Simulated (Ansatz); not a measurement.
# CH₉B₂NSi: small, medium and large basis sets

How large a basis does CH₉B₂NSi need? Two functionals are run in growing sets.

Computed with Ansatz 0.2.0, Gaussian basis. Level: one geometry, several basis sets.

Plan: PBE0-D4/def2-SVP; ωB97M-V/def2-SVP; PBE0-D4/def2-QZVPP; ωB97M-V/def2-QZVPP; the functionals' def2-TZVPP values are taken from earlier runs.

## Step 1: Structure used throughout

The geometry comes from an earlier relaxation with PBE0-D4 in a triple-zeta def2 set; it is a stationary point, not always the lowest conformer.

SMILES `BN(B)[SiH2]C`, 14 atoms, charge 0, spin multiplicity 1.

Atoms are counted from 1 here; the program's logs count them from 0.

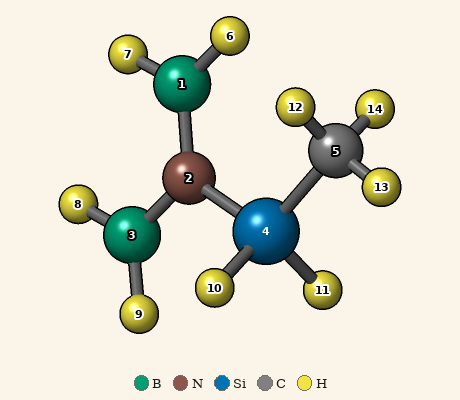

The structure; boron teal, nitrogen brown, silicon blue, carbon grey, hydrogen yellow; atoms are numbered from 1 in the order of the file.

As a file:

```mol
CH9B2NSi
  3D, bonds by distance, orders not assigned

 14 13  0  0  0  0  0  0  0  0999 V2000
   -1.0201    0.0732    1.4358 B   0  0
   -0.1082   -0.6573    0.6229 N   0  0
    0.2847   -1.9775    0.9948 B   0  0
    0.6031   -0.0291   -0.8777 Si  0  0
    0.0384    1.7014   -1.2537 C   0  0
   -1.3538    1.1807    1.1257 H   0  0
   -1.4459   -0.4363    2.4300 H   0  0
   -0.1502   -2.4715    1.9919 H   0  0
    1.0532   -2.5760    0.2928 H   0  0
    2.0809   -0.0712   -0.7264 H   0  0
    0.2198   -0.9513   -1.9785 H   0  0
    0.3193    2.3981   -0.4613 H   0  0
    0.5101    2.0344   -2.1824 H   0  0
   -1.0442    1.7532   -1.3851 H   0  0
  1  2  8  0
  2  3  8  0
  2  4  8  0
  4  5  8  0
  1  6  8  0
  1  7  8  0
  3  8  8  0
  3  9  8  0
  4 10  8  0
  4 11  8  0
  5 12  8  0
  5 13  8  0
  5 14  8  0
M  END
```

## Step 2: PBE0-D4 in def2-SVP

in.yaml

```yaml
crystal:
  periodic: [false, false, false]
  atoms:
    - {symbol: B, position_ang: [-1.020117, 0.073209, 1.435795]}
    - {symbol: N, position_ang: [-0.108250, -0.657329, 0.622924]}
    - {symbol: B, position_ang: [0.284698, -1.977548, 0.994775]}
    - {symbol: Si, position_ang: [0.603096, -0.029069, -0.877744]}
    - {symbol: C, position_ang: [0.038393, 1.701353, -1.253664]}
    - {symbol: H, position_ang: [-1.353758, 1.180740, 1.125701]}
    - {symbol: H, position_ang: [-1.445946, -0.436299, 2.430018]}
    - {symbol: H, position_ang: [-0.150203, -2.471498, 1.991889]}
    - {symbol: H, position_ang: [1.053187, -2.576043, 0.292781]}
    - {symbol: H, position_ang: [2.080929, -0.071215, -0.726409]}
    - {symbol: H, position_ang: [0.219766, -0.951252, -1.978506]}
    - {symbol: H, position_ang: [0.319266, 2.398109, -0.461346]}
    - {symbol: H, position_ang: [0.510141, 2.034405, -2.182351]}
    - {symbol: H, position_ang: [-1.044204, 1.753237, -1.385062]}
basis:
  gaussian: {orbitals: def2-SVP}
hamiltonian: {xc: pbe0, dispersion: d4}
output: {orbitals: {seedname: orbitals}}
```

Command:

```bash
$ ansatz run in.yaml --threads 4 --pin off --events-out ev --progress --plain --max-ram 10444MiB
```

The log of the run:

```text
Functional definition: PBE0
  name "PBE0"
  cite "Adamo & Barone, J. Chem. Phys. 110, 6158 (1999) doi:10.1063/1.478522"
  cite "Perdew, Burke & Ernzerhof, Phys. Rev. Lett. 77, 3865 (1996) doi:10.1103/PhysRevLett.77.3865"
  parent pbe
  parameter a = 0.25
  parameter kappa = 0.804
  parameter beta = 0.06672455060314922
  exchange = (1 - a)*pbe_x(kappa = kappa, mu = beta*pi^2/3) + a*exact_x
  correlation = pbe_c(beta = beta)
1356 factors; their error is unknown
mean field evaluation 1: about -11884.5588 eV, gradient 5.6e1 eV
mean field evaluation 2: about -11879.4193 eV, gradient 7.2e1 eV
mean field evaluation 4: about -11891.6034 eV, gradient 3.3e0 eV
mean field evaluation 8: about -11891.6286 eV, gradient 1.7e-2 eV
mean field evaluation 16: about -11891.6668 eV, gradient 5.5e-5 eV
mean field -11891.66682307 eV, -437.0106952865 hartree, gradient 5.5e-5 eV, S^2 0.000000; 0 other end points of the search recorded, 0 dependent functions left out
reference -11891.66685529 eV, -437.0106964707 hartree; 23, 23 occupied and 96, 96 virtual orbitals, 1356 factors
Total energy: -11891.92025294 eV, -437.0200086625 hartree
```

It took 1.3 s on 4 threads of Arm Neoverse V1, shared host; peak memory 0.26 GiB.

## Step 3: ωB97M-V in def2-SVP

in.yaml, as its differences from that of step 2:

```diff
@@ -19,3 +19,3 @@
   gaussian: {orbitals: def2-SVP}
-hamiltonian: {xc: pbe0, dispersion: d4}
+hamiltonian: {xc: {name: wB97M-V}}
 output: {orbitals: {seedname: orbitals}}
```

Same command.

The log of the run, cut to the lines that bear on the results:

```text
Functional definition: wB97M-V
  name "wB97M-V"
  cite "Mardirossian & Head-Gordon, J. Chem. Phys. 144, 214110 (2016) doi:10.1063/1.4952647"
  cite "Becke, J. Chem. Phys. 107, 8554 (1997) doi:10.1063/1.475007"
  cite "Vydrov & Van Voorhis, J. Chem. Phys. 133, 244103 (2010) doi:10.1063/1.3521275"
  # Of w^i u^j: cxij and so on, Table III.
[...]
  gx(w, u) = 1 - cx + cx01*u + cx10*w
  gss(w, u) = css00 + css04*u^4 + css10*w + css20*w^2 + css43*w^4*u^3
  gos(w, u) = cos00 + cos10*w + (cos20 + cos21*u)*w^2 + (cos60 + cos61*u)*w^6
[...]
      + integral(e_c_pw_mod_opposite_spin*gos(b97_w_opposite, b97_u_opposite)) + vv10(b, c)
1356 factors; their error is unknown
403 factors; integrals over basis functions are off by at most 1.1e-5 eV
[...]
mean field -11897.18011202 eV, -437.2133049185 hartree, gradient 2.0e-5 eV, S^2 0.000000; 0 other end points of the search recorded, 0 dependent functions left out
reference -11897.18016191 eV, -437.2133067518 hartree; 23, 23 occupied and 96, 96 virtual orbitals, 1356 factors
Total energy: -11897.18016191 eV, -437.2133067518 hartree
```

It took 5.5 s on 4 threads of Arm Neoverse V1, shared host; peak memory 0.37 GiB.

## Step 4: PBE0-D4 in def2-QZVPP

in.yaml, as its differences from that of step 3:

```diff
@@ -18,4 +18,4 @@
 basis:
-  gaussian: {orbitals: def2-SVP}
-hamiltonian: {xc: {name: wB97M-V}}
+  gaussian: {orbitals: "def2-QZVPP.json"}
+hamiltonian: {xc: pbe0, dispersion: d4}
 output: {orbitals: {seedname: orbitals}}
```

Launched as before.

The log of the run:

```text
Functional definition: PBE0
  name "PBE0"
  cite "Adamo & Barone, J. Chem. Phys. 110, 6158 (1999) doi:10.1063/1.478522"
  cite "Perdew, Burke & Ernzerhof, Phys. Rev. Lett. 77, 3865 (1996) doi:10.1103/PhysRevLett.77.3865"
  parent pbe
  parameter a = 0.25
  parameter kappa = 0.804
  parameter beta = 0.06672455060314922
  exchange = (1 - a)*pbe_x(kappa = kappa, mu = beta*pi^2/3) + a*exact_x
  correlation = pbe_c(beta = beta)
1691 factors; their error is unknown
mean field evaluation 1: about -11888.4639 eV, gradient 7.3e1 eV
mean field evaluation 2: about -11878.0081 eV, gradient 9.5e1 eV
mean field evaluation 4: about -11899.3699 eV, gradient 6.0e0 eV
mean field evaluation 8: about -11899.4476 eV, gradient 4.5e-2 eV
mean field evaluation 16: about -11899.4520 eV, gradient 1.2e-5 eV
mean field -11899.45198454 eV, -437.2967946936 hartree, gradient 1.2e-5 eV, S^2 0.000000; 0 other end points of the search recorded, 0 dependent functions left out
reference -11899.45203380 eV, -437.2967965037 hartree; 23, 23 occupied and 545, 545 virtual orbitals, 1691 factors
Total energy: -11899.70543144 eV, -437.3061086955 hartree
```

Wall time 13 s (4 threads of Arm Neoverse V1, shared host); peak memory 2.2 GiB.

## Step 5: ωB97M-V in def2-QZVPP

in.yaml, as its differences from that of step 4:

```diff
@@ -19,3 +19,3 @@
   gaussian: {orbitals: "def2-QZVPP.json"}
-hamiltonian: {xc: pbe0, dispersion: d4}
+hamiltonian: {xc: {name: wB97M-V}}
 output: {orbitals: {seedname: orbitals}}
```

The command is unchanged.

The log of the run, cut to the lines that bear on the results:

```text
Functional definition: wB97M-V
  name "wB97M-V"
  cite "Mardirossian & Head-Gordon, J. Chem. Phys. 144, 214110 (2016) doi:10.1063/1.4952647"
  cite "Becke, J. Chem. Phys. 107, 8554 (1997) doi:10.1063/1.475007"
  cite "Vydrov & Van Voorhis, J. Chem. Phys. 133, 244103 (2010) doi:10.1063/1.3521275"
  # Of w^i u^j: cxij and so on, Table III.
[...]
  gx(w, u) = 1 - cx + cx01*u + cx10*w
  gss(w, u) = css00 + css04*u^4 + css10*w + css20*w^2 + css43*w^4*u^3
  gos(w, u) = cos00 + cos10*w + (cos20 + cos21*u)*w^2 + (cos60 + cos61*u)*w^6
[...]
      + integral(e_c_pw_mod_opposite_spin*gos(b97_w_opposite, b97_u_opposite)) + vv10(b, c)
1671 factors; their error is unknown
502 factors; integrals over basis functions are off by at most 9.9e-6 eV
[...]
mean field -11905.24368643 eV, -437.5096358122 hartree, gradient 5.2e-5 eV, S^2 0.000000; 0 other end points of the search recorded, 0 dependent functions left out
reference -11905.24376697 eV, -437.5096387722 hartree; 23, 23 occupied and 545, 545 virtual orbitals, 1671 factors
Total energy: -11905.24376697 eV, -437.5096387722 hartree
```

It took 27 s on 4 threads of Arm Neoverse V1, shared host; peak memory 2.8 GiB.

## Step 6: Functionals by basis

The def2-TZVPP values come from earlier runs at the same geometry.

```tsv
functional	basis	functions	energy (eV)	from the largest (eV)	HOMO (eV)	LUMO (eV)
PBE0-D4	def2-SVP	119	-11891.9203	7.785	-8.81	-1.30
PBE0-D4	def2-TZVPP	292	-11899.1807	0.525	-8.84	-1.38
PBE0-D4	def2-QZVPP	568	-11899.7054	0.000	-8.84	-1.40
ωB97M-V	def2-SVP	119	-11897.1802	8.064	-11.03	0.74
ωB97M-V	def2-TZVPP	292	-11904.7560	0.488	-11.10	0.54
ωB97M-V	def2-QZVPP	568	-11905.2438	0.000	-11.10	0.48
```

## Step 7: Outcome

```
                                       quantity          value
PBE0-D4: double and triple zeta above quadruple  7.79, 0.52 eV
ωB97M-V: double and triple zeta above quadruple  8.06, 0.49 eV
```

PBE0-D4 gains 7.26 eV from double to triple zeta, then 0.52 eV more. These are total energies; as a rule much of such shifts cancels in differences, which this series doesn't test.

For PBE0-D4 the largest set took about 10 times as long as the smallest (13 s against 1.3 s).
